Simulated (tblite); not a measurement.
# Saddle-point search, with input and output: C6H13O (charge +1)

- system: C6H13O, charge +1, SMILES C[O+]1CCCCC1
- method: GFN2-xTB saddle search (eigenvector following) and harmonic vibrations, gas phase (tblite 0.8.0)

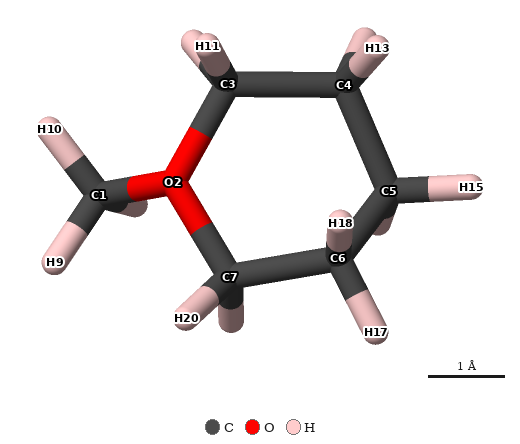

The input geometry (stick view, seen at an oblique angle; atoms are numbered from 1 in the order of the input). Bond lengths as drawn: C–C 1.51 to 1.54 Å, C–H 1.09 Å and C–O 1.44 to 1.48 Å.

Key numbers

| quantity | value |
| --- | --- |
| outcome | converged |
| total energy | −628.2576 eV |
| point group | C1 |
| hardware | 1 CPU thread, shared host |
| wall time | 10 s |
| peak memory | 0.2 GiB |

The input
```
{"job": {"xc": "GFN2-xTB", "basis": "xTB", "kind": "saddle"}, "charge": 1, "multiplicity": 1}
C      2.203336    -0.311811     0.414789
O      1.014342    -0.323315    -0.397049
C      0.516251     1.030824    -0.722204
C     -0.903901     1.425164    -0.279505
C     -1.624537     0.341254     0.514142
C     -1.370538    -0.995031    -0.169628
C      0.078843    -1.365418     0.060227
H      2.002301     0.049719     1.425999
H      2.591144    -1.329815     0.455668
H      2.945948     0.321754    -0.069523
H      0.592212     1.075967    -1.812280
H      1.238124     1.730710    -0.302010
H     -1.490206     1.638964    -1.173478
H     -0.855758     2.343043     0.304802
H     -2.688263     0.567536     0.542008
H     -1.269190     0.305036     1.545862
H     -1.986858    -1.784346     0.259634
H     -1.600178    -0.927837    -1.233235
H      0.240617    -1.528674     1.129669
H      0.366313    -2.263724    -0.493888
```

The first line tells a small driver script what to run in tblite; the rest is the geometry in Å.

Command:
```bash
OMP_NUM_THREADS=1 python <driver script> task.json out
```

The program's output
```
step      E/eV     max force
  0    -628.23472   0.0107
  1    -628.23892   0.0396
  2    -628.23631   0.0144
  3    -628.23798   0.0131
  4    -628.24002   0.0216
  5    -628.24182   0.0228
  6    -628.24344   0.0130
  7    -628.24523   0.0367
  8    -628.24426   0.0067
  9    -628.24528   0.0134
 10    -628.24622   0.0152
 11    -628.24710   0.0086
 12    -628.24818   0.0238
 13    -628.24757   0.0050
 14    -628.24818   0.0089
 15    -628.24876   0.0098
 16    -628.24933   0.0058
 17    -628.25007   0.0156
 18    -628.25079   0.0185
 19    -628.25150   0.0185
 20    -628.25243   0.0293
 21    -628.25343   0.0183
 22    -628.25448   0.0580
 23    -628.25397   0.0063
 24    -628.25466   0.0191
 25    -628.25533   0.0220
 26    -628.25599   0.0120
 27    -628.25670   0.0381
 28    -628.25633   0.0045
 29    -628.25675   0.0130
 30    -628.25713   0.0150
 31    -628.25746   0.0080
 32    -628.25777   0.0244
 33    -628.25762   0.0032
lowest wavenumbers (cm-1): -218.1 36.4 225.7 275.1 328.9 371.9
```

Trajectory as extended XYZ (Å, eV, eV/Å), 12 frames, from step=0 to step=33
```
20
Properties=species:S:1:pos:R:3:forces:R:3 step=0 energy=-628.23472
C     2.2033   -0.3118    0.4148    0.0040   0.0050  -0.0050
O     1.0143   -0.3233   -0.3970    0.0010  -0.0020  -0.0010
C     0.5163    1.0308   -0.7222    0.0010   0.0010   0.0010
C    -0.9039    1.4252   -0.2795    0.0000  -0.0040   0.0060
C    -1.6245    0.3413    0.5141   -0.0040   0.0000  -0.0080
C    -1.3705   -0.9950   -0.1696    0.0000  -0.0030   0.0070
C     0.0788   -1.3654    0.0602    0.0000   0.0000  -0.0030
H     2.0023    0.0497    1.4260    0.0010   0.0090  -0.0040
H     2.5911   -1.3298    0.4557    0.0010  -0.0010   0.0040
H     2.9459    0.3218   -0.0695    0.0030  -0.0090  -0.0050
H     0.5922    1.0760   -1.8123   -0.0050   0.0000  -0.0020
H     1.2381    1.7307   -0.3020   -0.0010  -0.0020  -0.0020
H    -1.4902    1.6390   -1.1735    0.0030   0.0070   0.0040
H    -0.8558    2.3430    0.3048    0.0020  -0.0050   0.0090
H    -2.6883    0.5675    0.5420   -0.0010   0.0000  -0.0070
H    -1.2692    0.3050    1.5459   -0.0080  -0.0030   0.0040
H    -1.9869   -1.7843    0.2596    0.0020  -0.0010  -0.0050
H    -1.6002   -0.9278   -1.2332    0.0040   0.0000  -0.0050
H     0.2406   -1.5287    1.1297    0.0000   0.0090   0.0040
H     0.3663   -2.2637   -0.4939   -0.0030  -0.0010   0.0060
20
Properties=species:S:1:pos:R:3:forces:R:3 step=3 energy=-628.23798
C     2.2161   -0.3172    0.3902    0.0000   0.0020  -0.0030
O     1.0116   -0.3257   -0.3990    0.0010  -0.0030   0.0030
C     0.5154    1.0328   -0.7098   -0.0010  -0.0010   0.0010
C    -0.9050    1.4265   -0.2656   -0.0040   0.0020   0.0030
C    -1.6439    0.3353    0.5022   -0.0030   0.0020  -0.0010
C    -1.3684   -0.9990   -0.1765    0.0030  -0.0010   0.0000
C     0.0789   -1.3580    0.0819    0.0000  -0.0020   0.0050
H     2.0402    0.0768    1.3941    0.0050  -0.0010  -0.0060
H     2.5848   -1.3409    0.4541    0.0010  -0.0020  -0.0020
H     2.9616    0.2876   -0.1257   -0.0020  -0.0030  -0.0040
H     0.5919    1.0888   -1.7993   -0.0020  -0.0010  -0.0010
H     1.2375    1.7280   -0.2824    0.0010   0.0010   0.0000
H    -1.4820    1.6652   -1.1594    0.0040   0.0040   0.0080
H    -0.8535    2.3315    0.3386    0.0010  -0.0060   0.0030
H    -2.7086    0.5592    0.5021    0.0040  -0.0020  -0.0060
H    -1.3173    0.2955    1.5436   -0.0090  -0.0010  -0.0070
H    -1.9879   -1.7918    0.2414    0.0010   0.0000  -0.0030
H    -1.5765   -0.9347   -1.2450    0.0050  -0.0010   0.0030
H     0.2298   -1.4888    1.1579   -0.0030   0.0060  -0.0050
H     0.3753   -2.2709   -0.4434   -0.0010   0.0070   0.0110
20
Properties=species:S:1:pos:R:3:forces:R:3 step=6 energy=-628.24344
C     2.2431   -0.3317    0.3398   -0.0010   0.0010  -0.0010
O     1.0054   -0.3305   -0.3956    0.0020  -0.0030   0.0040
C     0.5106    1.0320   -0.6917   -0.0010  -0.0010   0.0000
C    -0.9041    1.4328   -0.2325   -0.0050   0.0020   0.0030
C    -1.6879    0.3258    0.4695   -0.0030   0.0030   0.0000
C    -1.3608   -1.0067   -0.1885    0.0030   0.0000   0.0010
C     0.0792   -1.3379    0.1381    0.0000  -0.0030   0.0040
H     2.1168    0.0745    1.3464    0.0030  -0.0020  -0.0060
H     2.5994   -1.3602    0.3997    0.0000   0.0000  -0.0020
H     2.9734    0.2571   -0.2149   -0.0020  -0.0020  -0.0020
H     0.5750    1.0915   -1.7819   -0.0010   0.0000   0.0010
H     1.2387    1.7249   -0.2702    0.0000   0.0000   0.0000
H    -1.4606    1.7400   -1.1183    0.0040   0.0010   0.0090
H    -0.8363    2.3004    0.4228    0.0000  -0.0070  -0.0010
H    -2.7517    0.5431    0.3982    0.0080  -0.0020  -0.0040
H    -1.4347    0.2799    1.5309   -0.0070   0.0000  -0.0110
H    -1.9881   -1.8048    0.2069    0.0010   0.0000  -0.0010
H    -1.5177   -0.9550   -1.2664    0.0030  -0.0010   0.0040
H     0.2035   -1.3945    1.2245   -0.0020   0.0040  -0.0080
H     0.3969   -2.2806   -0.3173   -0.0020   0.0090   0.0090
20
Properties=species:S:1:pos:R:3:forces:R:3 step=9 energy=-628.24528
C     2.2545   -0.3390    0.3161   -0.0010   0.0020  -0.0010
O     1.0023   -0.3326   -0.3941    0.0020  -0.0030   0.0050
C     0.5092    1.0324   -0.6821   -0.0010   0.0000   0.0000
C    -0.9039    1.4348   -0.2186   -0.0060   0.0030   0.0030
C    -1.7073    0.3220    0.4536   -0.0030   0.0030   0.0010
C    -1.3574   -1.0107   -0.1916    0.0020   0.0000   0.0010
C     0.0793   -1.3278    0.1631    0.0000  -0.0030   0.0040
H     2.1508    0.0705    1.3238    0.0030  -0.0020  -0.0060
H     2.6058   -1.3694    0.3723    0.0000   0.0000  -0.0020
H     2.9767    0.2440   -0.2550   -0.0030  -0.0020  -0.0010
H     0.5712    1.0961   -1.7722    0.0000   0.0000   0.0010
H     1.2386    1.7233   -0.2594    0.0000   0.0000   0.0010
H    -1.4499    1.7713   -1.1002    0.0050   0.0000   0.0090
H    -0.8306    2.2854    0.4583    0.0000  -0.0070  -0.0020
H    -2.7690    0.5361    0.3488    0.0090  -0.0020  -0.0030
H    -1.4886    0.2749    1.5226   -0.0060   0.0000  -0.0120
H    -1.9868   -1.8107    0.1963    0.0010   0.0000  -0.0010
H    -1.4929   -0.9669   -1.2728    0.0030  -0.0010   0.0050
H     0.1929   -1.3517    1.2521   -0.0020   0.0030  -0.0090
H     0.4054   -2.2820   -0.2611   -0.0020   0.0090   0.0080
20
Properties=species:S:1:pos:R:3:forces:R:3 step=12 energy=-628.24818
C     2.2756   -0.3545    0.2677   -0.0030   0.0040   0.0000
O     0.9956   -0.3364   -0.3912    0.0040  -0.0050   0.0090
C     0.5076    1.0341   -0.6613   -0.0010  -0.0010  -0.0010
C    -0.9039    1.4378   -0.1923   -0.0110   0.0040   0.0040
C    -1.7447    0.3151    0.4203   -0.0050   0.0060   0.0030
C    -1.3502   -1.0192   -0.1947    0.0040   0.0020   0.0030
C     0.0794   -1.3064    0.2124    0.0010  -0.0050   0.0050
H     2.2169    0.0582    1.2779    0.0020  -0.0030  -0.0100
H     2.6180   -1.3884    0.3132   -0.0010   0.0010  -0.0020
H     2.9798    0.2197   -0.3340   -0.0050  -0.0030   0.0010
H     0.5686    1.1096   -1.7507    0.0000   0.0000   0.0010
H     1.2378    1.7199   -0.2313    0.0000  -0.0010   0.0010
H    -1.4279    1.8300   -1.0643    0.0070  -0.0040   0.0150
H    -0.8224    2.2537    0.5254   -0.0020  -0.0110  -0.0070
H    -2.7991    0.5226    0.2472    0.0210  -0.0040   0.0000
H    -1.5964    0.2676    1.5015   -0.0060   0.0010  -0.0230
H    -1.9824   -1.8223    0.1820    0.0010   0.0000  -0.0010
H    -1.4456   -0.9941   -1.2809    0.0030   0.0000   0.0090
H     0.1732   -1.2666    1.3035   -0.0020   0.0020  -0.0180
H     0.4203   -2.2806   -0.1505   -0.0050   0.0170   0.0090
20
Properties=species:S:1:pos:R:3:forces:R:3 step=15 energy=-628.24876
C     2.2795   -0.3582    0.2568   -0.0010   0.0010  -0.0010
O     0.9940   -0.3371   -0.3905    0.0020  -0.0020   0.0030
C     0.5076    1.0348   -0.6560    0.0000   0.0000   0.0000
C    -0.9042    1.4380   -0.1873   -0.0040   0.0010   0.0020
C    -1.7522    0.3138    0.4127   -0.0030   0.0020   0.0010
C    -1.3486   -1.0212   -0.1943    0.0010   0.0010   0.0010
C     0.0793   -1.3013    0.2229    0.0000  -0.0010   0.0030
H     2.2308    0.0541    1.2675    0.0020  -0.0010  -0.0050
H     2.6202   -1.3928    0.2989    0.0000   0.0000  -0.0020
H     2.9793    0.2150   -0.3509   -0.0020  -0.0010  -0.0010
H     0.5702    1.1143   -1.7450    0.0000   0.0000   0.0010
H     1.2374    1.7190   -0.2224    0.0000   0.0000   0.0010
H    -1.4231    1.8410   -1.0570    0.0030   0.0000   0.0060
H    -0.8221    2.2467    0.5382    0.0000  -0.0040  -0.0010
H    -2.8040    0.5197    0.2247    0.0070  -0.0020  -0.0020
H    -1.6194    0.2670    1.4955   -0.0040   0.0000  -0.0090
H    -1.9810   -1.8247    0.1812    0.0000   0.0000   0.0000
H    -1.4360   -1.0010   -1.2812    0.0020   0.0000   0.0030
H     0.1694   -1.2482    1.3133   -0.0010   0.0020  -0.0060
H     0.4230   -2.2788   -0.1270   -0.0020   0.0060   0.0050
20
Properties=species:S:1:pos:R:3:forces:R:3 step=18 energy=-628.25079
C     2.2953   -0.3731    0.2125   -0.0030   0.0020   0.0000
O     0.9873   -0.3400   -0.3876    0.0040  -0.0020   0.0060
C     0.5078    1.0377   -0.6350    0.0000  -0.0010   0.0000
C    -0.9048    1.4392   -0.1665   -0.0080   0.0020   0.0030
C    -1.7826    0.3083    0.3813   -0.0050   0.0030   0.0030
C    -1.3421   -1.0294   -0.1926    0.0020   0.0020   0.0030
C     0.0792   -1.2807    0.2655    0.0010  -0.0030   0.0040
H     2.2864    0.0369    1.2254    0.0010  -0.0030  -0.0080
H     2.6291   -1.4104    0.2404   -0.0010   0.0010  -0.0020
H     2.9769    0.1964   -0.4189   -0.0030  -0.0010   0.0000
H     0.5757    1.1323   -1.7225    0.0000   0.0000   0.0020
H     1.2359    1.7152   -0.1876    0.0000  -0.0010   0.0000
H    -1.4035    1.8866   -1.0263    0.0040  -0.0020   0.0100
H    -0.8198    2.2175    0.5914   -0.0010  -0.0070  -0.0040
H    -2.8232    0.5077    0.1323    0.0160  -0.0030   0.0000
H    -1.7132    0.2645    1.4703   -0.0040   0.0010  -0.0180
H    -1.9752   -1.8345    0.1780    0.0000   0.0000   0.0000
H    -1.3973   -1.0293   -1.2819    0.0020   0.0000   0.0060
H     0.1540   -1.1735    1.3534   -0.0010   0.0010  -0.0120
H     0.4342   -2.2715   -0.0316   -0.0030   0.0120   0.0060
20
Properties=species:S:1:pos:R:3:forces:R:3 step=21 energy=-628.25343
C     2.3132   -0.3952    0.1485   -0.0030   0.0020   0.0010
O     0.9767   -0.3428   -0.3832    0.0040  -0.0010   0.0060
C     0.5103    1.0437   -0.6016    0.0010   0.0000  -0.0010
C    -0.9068    1.4392   -0.1406   -0.0060   0.0020   0.0030
C    -1.8211    0.3013    0.3352   -0.0060   0.0020   0.0030
C    -1.3328   -1.0418   -0.1845    0.0010   0.0030   0.0030
C     0.0791   -1.2500    0.3237    0.0010  -0.0020   0.0030
H     2.3607    0.0054    1.1641    0.0010  -0.0030  -0.0080
H     2.6372   -1.4361    0.1502   -0.0020   0.0010  -0.0020
H     2.9672    0.1737   -0.5120   -0.0030  -0.0010   0.0010
H     0.5941    1.1659   -1.6852    0.0000   0.0000   0.0030
H     1.2329    1.7081   -0.1253   -0.0010  -0.0020   0.0000
H    -1.3770    1.9417   -0.9857    0.0020  -0.0020   0.0080
H    -0.8239    2.1764    0.6575   -0.0010  -0.0050  -0.0030
H    -2.8393    0.4901    0.0003    0.0160  -0.0030   0.0020
H    -1.8415    0.2660    1.4263   -0.0030   0.0010  -0.0180
H    -1.9653   -1.8473    0.1857    0.0000   0.0000   0.0000
H    -1.3470   -1.0745   -1.2749    0.0010   0.0000   0.0060
H     0.1350   -1.0700    1.4030   -0.0010   0.0000  -0.0110
H     0.4482   -2.2540    0.0983   -0.0030   0.0100   0.0040
20
Properties=species:S:1:pos:R:3:forces:R:3 step=24 energy=-628.25466
C     2.3203   -0.4065    0.1162   -0.0030   0.0010   0.0010
O     0.9710   -0.3435   -0.3810    0.0050  -0.0010   0.0060
C     0.5124    1.0475   -0.5834    0.0020   0.0000  -0.0010
C    -0.9081    1.4388   -0.1291   -0.0070   0.0020   0.0030
C    -1.8383    0.2980    0.3116   -0.0060   0.0020   0.0030
C    -1.3281   -1.0482   -0.1783    0.0000   0.0030   0.0030
C     0.0793   -1.2344    0.3516    0.0010  -0.0020   0.0030
H     2.3958   -0.0128    1.1328    0.0000  -0.0030  -0.0080
H     2.6388   -1.4489    0.1028   -0.0020   0.0020  -0.0020
H     2.9600    0.1638   -0.5569   -0.0030  -0.0010   0.0010
H     0.6070    1.1856   -1.6642    0.0000   0.0000   0.0040
H     1.2311    1.7036   -0.0895   -0.0020  -0.0030   0.0000
H    -1.3645    1.9659   -0.9667    0.0020  -0.0030   0.0080
H    -0.8286    2.1564    0.6871   -0.0010  -0.0050  -0.0040
H    -2.8426    0.4807   -0.0658    0.0170  -0.0030   0.0030
H    -1.9036    0.2686    1.4010   -0.0020   0.0010  -0.0190
H    -1.9599   -1.8531    0.1944    0.0000   0.0000   0.0000
H    -1.3240   -1.0990   -1.2681    0.0010   0.0000   0.0070
H     0.1268   -1.0198    1.4250   -0.0010   0.0000  -0.0110
H     0.4550   -2.2428    0.1605   -0.0030   0.0110   0.0040
20
Properties=species:S:1:pos:R:3:forces:R:3 step=27 energy=-628.25670
C     2.3310   -0.4288    0.0517   -0.0060   0.0030   0.0040
O     0.9591   -0.3433   -0.3762    0.0110   0.0000   0.0110
C     0.5178    1.0561   -0.5452    0.0040   0.0000  -0.0020
C    -0.9110    1.4377   -0.1081   -0.0120   0.0030   0.0050
C    -1.8687    0.2915    0.2634   -0.0130   0.0030   0.0060
C    -1.3187   -1.0614   -0.1622   -0.0020   0.0070   0.0050
C     0.0801   -1.2028    0.4050    0.0020  -0.0040   0.0040
H     2.4620   -0.0515    1.0691   -0.0020  -0.0050  -0.0150
H     2.6367   -1.4743    0.0062   -0.0050   0.0050  -0.0010
H     2.9424    0.1457   -0.6439   -0.0050  -0.0020   0.0040
H     0.6381    1.2288   -1.6186    0.0000  -0.0020   0.0090
H     1.2268    1.6931   -0.0122   -0.0050  -0.0060  -0.0040
H    -1.3408    2.0094   -0.9303    0.0020  -0.0060   0.0120
H    -0.8419    2.1171    0.7413   -0.0020  -0.0080  -0.0080
H    -2.8405    0.4609   -0.1979    0.0350  -0.0060   0.0130
H    -2.0236    0.2768    1.3443    0.0030   0.0010  -0.0380
H    -1.9484   -1.8631    0.2206    0.0000   0.0010   0.0000
H    -1.2816   -1.1518   -1.2493    0.0010   0.0020   0.0130
H     0.1130   -0.9235    1.4640   -0.0010  -0.0040  -0.0190
H     0.4684   -2.2164    0.2784   -0.0050   0.0180   0.0030
20
Properties=species:S:1:pos:R:3:forces:R:3 step=30 energy=-628.25713
C     2.3321   -0.4335    0.0377   -0.0020   0.0010   0.0010
O     0.9564   -0.3427   -0.3752    0.0040   0.0010   0.0040
C     0.5194    1.0584   -0.5361    0.0020   0.0000  -0.0010
C    -0.9118    1.4374   -0.1043   -0.0040   0.0010   0.0020
C    -1.8739    0.2902    0.2527   -0.0050   0.0010   0.0020
C    -1.3167   -1.0644   -0.1574   -0.0010   0.0030   0.0020
C     0.0806   -1.1961    0.4155    0.0010  -0.0010   0.0010
H     2.4750   -0.0606    1.0548    0.0000  -0.0020  -0.0060
H     2.6342   -1.4796   -0.0153   -0.0020   0.0020  -0.0010
H     2.9375    0.1423   -0.6619   -0.0020  -0.0010   0.0010
H     0.6468    1.2398   -1.6070    0.0000   0.0000   0.0040
H     1.2256    1.6900    0.0070   -0.0020  -0.0030  -0.0010
H    -1.3363    2.0170   -0.9234    0.0010  -0.0020   0.0040
H    -0.8464    2.1093    0.7510   -0.0010  -0.0030  -0.0030
H    -2.8369    0.4562   -0.2263    0.0130  -0.0020   0.0040
H    -2.0481    0.2797    1.3299    0.0000   0.0000  -0.0150
H    -1.9458   -1.8646    0.2294    0.0000   0.0000   0.0000
H    -1.2740   -1.1645   -1.2432    0.0000   0.0000   0.0050
H     0.1111   -0.9044    1.4708    0.0000  -0.0010  -0.0060
H     0.4715   -2.2097    0.3013   -0.0020   0.0060   0.0020
20
Properties=species:S:1:pos:R:3:forces:R:3 step=33 energy=-628.25762
C     2.3339   -0.4414    0.0143    0.0000   0.0000   0.0000
O     0.9518   -0.3415   -0.3736    0.0010   0.0000   0.0010
C     0.5221    1.0624   -0.5206    0.0000   0.0000   0.0000
C    -0.9131    1.4369   -0.0982   -0.0010   0.0000   0.0000
C    -1.8826    0.2880    0.2348   -0.0010   0.0000   0.0000
C    -1.3135   -1.0694   -0.1492    0.0000   0.0000   0.0000
C     0.0814   -1.1850    0.4331    0.0000   0.0000   0.0000
H     2.4966   -0.0759    1.0309    0.0000  -0.0010  -0.0010
H     2.6301   -1.4884   -0.0514    0.0000   0.0000  -0.0010
H     2.9294    0.1367   -0.6919    0.0000   0.0000   0.0000
H     0.6616    1.2584   -1.5873    0.0000   0.0000   0.0010
H     1.2234    1.6848    0.0395    0.0000  -0.0010   0.0000
H    -1.3286    2.0295   -0.9124    0.0000   0.0000   0.0010
H    -0.8540    2.0966    0.7669    0.0000  -0.0010   0.0000
H    -2.8309    0.4481   -0.2739    0.0020  -0.0010   0.0000
H    -2.0892    0.2846    1.3059   -0.0010   0.0000  -0.0030
H    -1.9416   -1.8669    0.2445    0.0000   0.0000   0.0000
H    -1.2616   -1.1861   -1.2330    0.0000   0.0000   0.0010
H     0.1082   -0.8728    1.4822    0.0000   0.0000  -0.0010
H     0.4767   -2.1986    0.3392    0.0000   0.0010   0.0010
```
